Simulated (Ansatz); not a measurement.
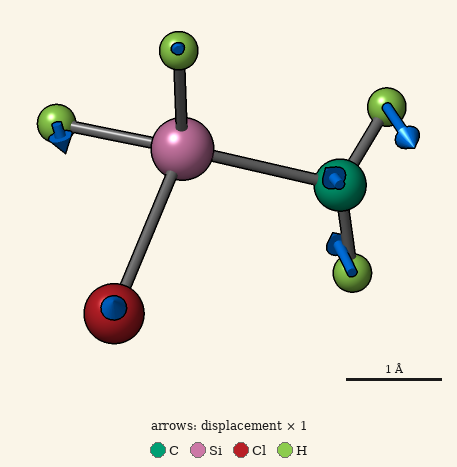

A relaxation of CH4ClSi (charge −1). The starting structure is drawn; blue arrows show the displacements, at their true length. The two geometries are superimposed by the best rigid fit.

Style: ball-and-stick. Shown at a tilt.

Method: Ansatz 0.2.0, RKS PBE0-D4/def2-TZVPD.

Input file:
```yaml
crystal:
  periodic: [false, false, false]
  atoms:
    - {symbol: C, position_ang: [-0.828490, 0.030210, -0.897910]}
    - {symbol: Si, position_ang: [0.430030, 0.152480, 0.368980]}
    - {symbol: Cl, position_ang: [1.188770, -1.845060, 0.692240]}
    - {symbol: H, position_ang: [-1.627520, -0.697450, -0.729670]}
    - {symbol: H, position_ang: [-1.272570, 0.992300, -1.177620]}
    - {symbol: H, position_ang: [0.449660, 0.512950, 1.835940]}
    - {symbol: H, position_ang: [1.660130, 0.854570, -0.091960]}
basis:
  gaussian: {orbitals: def2-TZVPD}
total_charge: -1
hamiltonian: {xc: pbe0, dispersion: d4}
relax: {f_tol: 0.005, max_steps: 200}
```

Run as
```bash
ansatz run in.yaml --threads 2 --pin off --events-out ev --progress --plain --max-ram 4352MiB
```

**What did the optimiser do to the structure, and how much energy did it gain?**

The largest move after the best rigid fit is that of H5, 0.90 Å. By element the largest moves are H 0.90 Å, Cl 0.44 Å, C 0.40 Å, Si 0.06 Å. Some distances before and after: Si2–Cl3 2.161 → 2.252 Å, C1–Si2 1.790 → 1.741 Å, Si2–H6 1.511 → 1.497 Å, Si2–H7 1.489 → 1.497 Å. Bond angles that change, for instance: C1–Si2–H6 135.5° → 114.8°, C1–Si2–Cl3 106.8° → 123.7°, H6–Si2–H7 100.2° → 109.1°. Over 8 accepted moves (9 points after the start) the energy falls by 0.391 eV. The largest force component goes from 0.78 to 0.0025 eV/Å. The line search rejected the trial step at point 6 of the run. The run took 35 s on 2 threads of Arm Neoverse V1, with other jobs on the host.
